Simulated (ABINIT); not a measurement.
**Quasiparticle gap of GaN (P6_3mc) in ABINIT**

Wanted: ground state, empty states, screening and self-energy for GaN (P6_3mc).

Main program and level: ABINIT 10.8.3; PBE and many-body steps on it, plane waves.

The database entry behind the starting cell has ideal inner coordinates that were not refined, so it need not match the best structure at ambient conditions.

## (1) Set-up

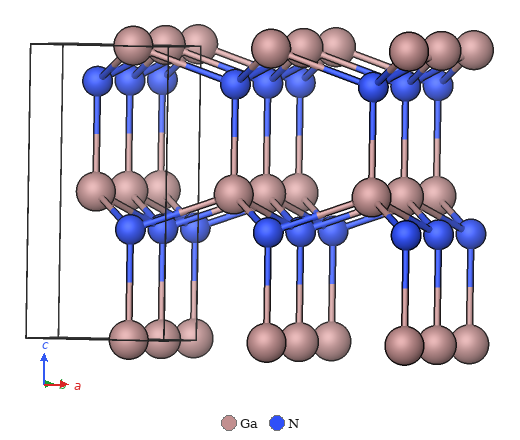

Start, viewed slightly off an axis; gallium pink, nitrogen blue. 3×3×1 cells are drawn. Some periodic images of atoms are drawn too.

The cell and positions come from the Crystallography Open Database and are kept as given unless a step says otherwise.

## (2) Ground state

This step: ABINIT 10.8.3; DFT, PBE, plane waves, norm-conserving pseudopotentials.

The ground-state density comes first.

Contents of run.abi:

```
acell 3*1.0 Angstrom
rprim 
  3.190000000016 -0.000000000004 0.000000000000
  -1.595000000005 2.762621038088 0.000000000000
  0.000000000000 0.000000000000 5.189000000000
ntypat 2
znucl 31 7
natom 4
typat 1 1 2 2
xred 
  0.666666666667 0.333333333333 0.000000000000
  0.333333333333 0.666666666667 0.500000000000
  0.666666666667 0.333333333333 0.375000000000
  0.333333333333 0.666666666667 0.875000000000
pp_dirpath "pseudos"
pseudos "Ga.upf, N.upf"
ecut 45
ngkpt 6 6 4
nshiftk 1
shiftk 0 0 0
kptopt 1
chksymbreak 0
nband 32
occopt 1
tolvrs 1e-10
nstep 60
prtwf 0
optforces 0
optstress 0
indata_prefix "in"
outdata_prefix "out"
tmpdata_prefix "tmp"
```

The run is started by

```console
$ OMP_NUM_THREADS=1 mpirun -n 8 abinit run.abi > log
```

Numbers of over 12 decimals in the logs are rounded to 6 here.

The log of the run:

```text
.Version 10.8.3 of ABINIT. v10.8.2 released Aug 2026.

 Symmetries : space group P6_3 m c (#186); Bravais hP (primitive hexag.)
================================================================================
 Values of the parameters that define the memory need of the present run
     intxc =       0    ionmov =       0      iscf =       7    lmnmax =       6
     lnmax =       6     mgfft =      60  mpssoang =       3    mqgrid =    3001
     natom =       4  nloc_mem =       1    nspden =       1   nspinor =       1
    nsppol =       1      nsym =      12    n1xccc =    2501    ntypat =       2
    occopt =       1   xclevel =       2
-    mband =          32        mffmem =           1         mkmem =           3
       mpw =        4506          nfft =       96000          nkpt =          21
================================================================================
  Rough estimation (10% accuracy) of disk space for files :
================================================================================

--------------------------------------------------------------------------------
------------- Echo of variables that govern the present computation ------------
--------------------------------------------------------------------------------
 -outvars: echo values of preprocessed input variables --------
            acell      1.8897261259E+00  1.8897261259E+00  1.8897261259E+00 Bohr

      chksymbreak           0
             ecut      4.50000000E+01 Hartree
-          fftalg         312

              ixc     -101130
              kpt      0.00000000E+00  0.00000000E+00  0.00000000E+00
                       1.66666667E-01  0.00000000E+00  0.00000000E+00
                       3.33333333E-01  0.00000000E+00  0.00000000E+00
                       5.00000000E-01  0.00000000E+00  0.00000000E+00
                       1.66666667E-01  1.66666667E-01  0.00000000E+00
                       3.33333333E-01  1.66666667E-01  0.00000000E+00
                       3.33333333E-01  3.33333333E-01  0.00000000E+00
                       0.00000000E+00  0.00000000E+00  2.50000000E-01
                       1.66666667E-01  0.00000000E+00  2.50000000E-01
   [... 10 further rows ...]
                       3.33333333E-01  1.66666667E-01  5.00000000E-01
                       3.33333333E-01  3.33333333E-01  5.00000000E-01
         kptrlatt        6    0    0      0    6    0      0    0    4
          kptrlen      3.61693581E+01
P           mkmem           3
            natom           4
            nband          32
            ngfft          40      40      60
             nkpt          21
            nstep          60
             nsym          12
           ntypat           2
              occ      2.000000  2.000000  2.000000  2.000000  2.000000  2.000000
                       2.000000  2.000000  2.000000  2.000000  2.000000  2.000000
                       2.000000  2.000000  2.000000  2.000000  2.000000  2.000000
                       2.000000  2.000000  2.000000  2.000000  2.000000  2.000000
                       2.000000  2.000000  0.000000  0.000000  0.000000  0.000000
                       0.000000  0.000000
        optforces           0
        optstress           0
            prtwf           0
            rprim      3.1900000000E+00 -4.0000000000E-12  0.0000000000E+00
[...]
spgroup         186

           tolvrs      1.00000000E-10

             xred      6.6666666667E-01  3.3333333333E-01  0.0000000000E+00
[...]
znucl       31.00000    7.00000

================================================================================

 chkinp: Checking input parameters for consistency.

================================================================================
== DATASET  1 ==================================================================
-   mpi_nproc: 8, omp_nthreads: 1 (-1 if OMP is not activated)

--- !DatasetInfo
iteration_state: {dtset: 1, }
dimensions: {natom: 4, nkpt: 21, mband: 32, nsppol: 1, nspinor: 1, nspden: 1, mpw: 4506, }
cutoff_energies: {ecut:  45.0, pawecutdg:  -1.0, }
electrons: {nelect:   5.20000000E+01, charge:   0.00000000E+00, occopt:   1.00000000E+00, tsmear:   1.00000000E-02, }

 Real(R)+Recip(G) space primitive vectors, cartesian coordinates (Bohr,Bohr^-1):
 R(1)=  6.0282263  0.0000000  0.0000000  G(1)=  0.1658863  0.0957745  0.0000000
 R(2)= -3.0141132  5.2205972  0.0000000  G(2)=  0.0000000  0.1915490  0.0000000
 R(3)=  0.0000000  0.0000000  9.8057889  G(3)=  0.0000000  0.0000000  0.1019806
 Unit cell volume ucvol=  3.0859741E+02 bohr^3
 Angles (23,13,12)=  9.00000000E+01  9.00000000E+01  1.20000000E+02 degrees

 getcut: wavevector=  0.0000  0.0000  0.0000  ngfft=  40  40  60
         ecut(hartree)=     45.000   => boxcut(ratio)=   2.02627

--- Pseudopotential description ------------------------------------------------
- Ga Generated using ONCVPSP code by D. R. Hamann
- 31.00000  21.00000  171031                  znucl, zion, pspdat
12 -101130 2 -1 1902                          pspcod,pspxc,lmax,lloc,mmax
     nproj     2     2     2
  pspatm : epsatm=   21.85474337
         --- l  ekb(1:nproj) -->
[...]
pspatm: atomic psp has been read  and splines computed

- N Generated using ONCVPSP code by D. R. Hamann
-  7.00000   5.00000  171031                  znucl, zion, pspdat
12 -101130 1 -1 1058                          pspcod,pspxc,lmax,lloc,mmax
     nproj     2     2     0
  pspatm : epsatm=    5.20977870
         --- l  ekb(1:nproj) -->
[...]
pspatm: atomic psp has been read  and splines computed

   2.81471030E+03                                ecore*ucvol(ha*bohr**3)
--------------------------------------------------------------------------------

_setup2: Arith. and geom. avg. npw (full set) are    4450.160    4450.144

================================================================================

--- !BeginCycle
iteration_state: {dtset: 1, }
solver: {iscf: 7, nstep: 60, nline: 4, wfoptalg: 0, }
tolerances: {tolvrs: 1.00E-10, }

     iter   Etot(hartree)      deltaE(h)  residm     vres2
 ETOT  1  -514.91241054123    -5.149E+02 5.658E-01 2.259E+03
 ETOT  2  -516.80333335610    -1.891E+00 4.036E-02 3.250E+03
 ETOT  3  -517.42656362396    -6.232E-01 1.014E-01 5.839E+01
 ETOT  4  -517.43277143139    -6.208E-03 5.667E-03 3.122E+01
 ETOT  5  -517.43610687166    -3.335E-03 3.358E-03 5.848E+00
 ETOT  6  -517.43717997071    -1.073E-03 1.205E-02 1.232E-01
 ETOT  7  -517.43719931203    -1.934E-05 1.934E-03 3.823E-02
 ETOT  8  -517.43720571057    -6.399E-06 8.764E-04 2.595E-03
 ETOT  9  -517.43720617804    -4.675E-07 1.286E-03 9.031E-05
 ETOT 10  -517.43720619561    -1.758E-08 4.232E-04 4.200E-07
 ETOT 11  -517.43720619571    -1.032E-10 4.766E-04 3.169E-09
 ETOT 12  -517.43720619571     3.752E-12 1.401E-04 1.619E-10
 ETOT 13  -517.43720619571     4.775E-12 1.580E-04 7.834E-12

 At SCF step   13       vres2   =  7.83E-12 < tolvrs=  1.00E-10 =>converged.

--- !ResultsGS
iteration_state: {dtset: 1, }
comment   : Summary of ground state results
lattice_vectors:
- [  6.0282263,  -0.0000000,   0.0000000, ]
- [ -3.0141132,   5.2205972,   0.0000000, ]
- [  0.0000000,   0.0000000,   9.8057889, ]
lattice_lengths: [   6.02823,    6.02823,    9.80579, ]
lattice_angles: [ 90.000,  90.000, 120.000, ] # degrees, (23, 13, 12)
lattice_volume:   3.0859741E+02
convergence: {deltae:  4.775E-12, res2:  7.834E-12, residm:  1.580E-04, diffor:  0.000E+00, }
etotal    :  -5.17437206E+02
entropy   :   0.00000000E+00
fermie    :   2.53663909E-01
cartesian_stress_tensor: null
pressure_GPa: null
xred      :
- [  6.6667E-01,   3.3333E-01,   0.0000E+00, Ga]
- [  3.3333E-01,   6.6667E-01,   5.0000E-01, Ga]
- [  6.6667E-01,   3.3333E-01,   3.7500E-01,  N]
- [  3.3333E-01,   6.6667E-01,   8.7500E-01,  N]
cartesian_forces: null
force_length_stats: {min: null, max: null, mean: null, }

 Integrated electronic density in atomic spheres:
 ------------------------------------------------
 Atom  Sphere_radius  Integrated_density
[...]
4        2.00000          5.25890326
================================================================================

 ----iterations are completed or convergence reached----

 Mean square residual over all n,k,spin=   45.715E-08; max=  15.795E-05
 reduced coordinates (array xred) for    4 atoms
       0.666666666667      0.333333333333      0.000000000000
       0.333333333333      0.666666666667      0.500000000000
       0.666666666667      0.333333333333      0.375000000000
       0.333333333333      0.666666666667      0.875000000000
 rms dE/dt=  0.0000E+00; max dE/dt=  0.0000E+00; dE/dt below (all hartree)
    1       0.000000000000      0.000000000000      0.000000000000
    2       0.000000000000      0.000000000000      0.000000000000
    3       0.000000000000      0.000000000000      0.000000000000
    4       0.000000000000      0.000000000000      0.000000000000

 cartesian coordinates (angstrom) at end:
    1      1.595000     0.920874     0.000000
    2      2e-12     1.841747     2.594500
    3      1.595000     0.920874     1.945875
    4      2e-12     1.841747     4.540375
 length scales=  1.889726125908  1.889726125908  1.889726125908 bohr
              =  1.000000000000  1.000000000000  1.000000000000 angstroms
 prteigrs : about to open file out_EIG
 Fermi (or HOMO) energy (hartree) =   0.25366   Average Vxc (hartree)=  -0.43114
 Eigenvalues (hartree) for nkpt=  21  k points:
 kpt#   1, nband= 32, wtk=  0.00694, kpt=  0.0000  0.0000  0.0000 (reduced coord)
  -4.97589   -4.97589   -3.16320   -3.16306   -3.16306   -3.16305   -3.16304   -3.16304
  -0.33265   -0.30063   -0.24456   -0.24373   -0.24373   -0.24156   -0.24156   -0.23496
  -0.23496   -0.23177   -0.23177   -0.18366   -0.00600    0.21541    0.21541    0.25131
   0.25366    0.25366    0.32419    0.41056    0.59120    0.61823    0.61823    0.65065
 prteigrs : prtvol=0 or 1, do not print more k-points.

--- !EnergyTerms
iteration_state     : {dtset: 1, }
comment             : Components of total free energy in Hartree
kinetic             :  2.55431677541856E+02
hartree             :  2.00907745564393E+02
xc                  : -5.79425709439312E+01
Ewald energy        : -2.70513489358838E+02
psp_core            :  9.12097848216284E+00
local_psp           : -5.33709696701023E+02
non_local_psp       : -1.20731850780325E+02
total_energy        : -5.17437206195706E+02
total_energy_eV     : -1.40801836758327E+04
band_energy         : -6.19806074437565E+01

== END DATASET(S) ==============================================================
================================================================================

 -outvars: echo values of variables after computation  --------
           etotal     -5.1743720620E+02
            nband          32
             nkpt          21
          spgroup         186
 [... the other variables as echoed above ...]

 Calculation completed.
```

The job ended after 37 s (8 MPI ranks of Arm Neoverse N1, shared host; peak memory 0.67 GiB; 4.9 min of CPU time).

Numbers from this step:

| Quantity | Value |
| --- | --- |
| total energy | -14080.1837 eV |
| gap | 1.919 eV |
| k of the valence top | 0, 0, 0 |
| k of the conduction bottom | 0, 0, 0 |
| least direct gap | 1.919 eV |

The gap is direct, at Γ.

(Continued in part 2 of 3.)

[Paths, hosts, dates, memory and timing lines, banners, echoed tables and standing remarks are left out of the program output.]

[Logs are printed without paths, hosts, clocks, repeated set-up lines and the standing remarks that a program may print on its own settings, such as how far it seeks lower states.]

[Runs of the session that timed out or met a known fault of the program may be left out.]

[Hosts, paths, dates, database ids (printed as entryN), source tags and the programs' standing remarks are cut or masked in the printed files.]

[G0W0 gaps are taken among the corrected bands and points alone; a level outside them can change the order at an edge.]

[Where Ansatz stands beside ABINIT at settings called matched, ABINIT's density can come from a denser mesh and the files from another edition; pairs whose starting gaps differed by over 0.03 eV were left out, so agreement reads better than it is.]
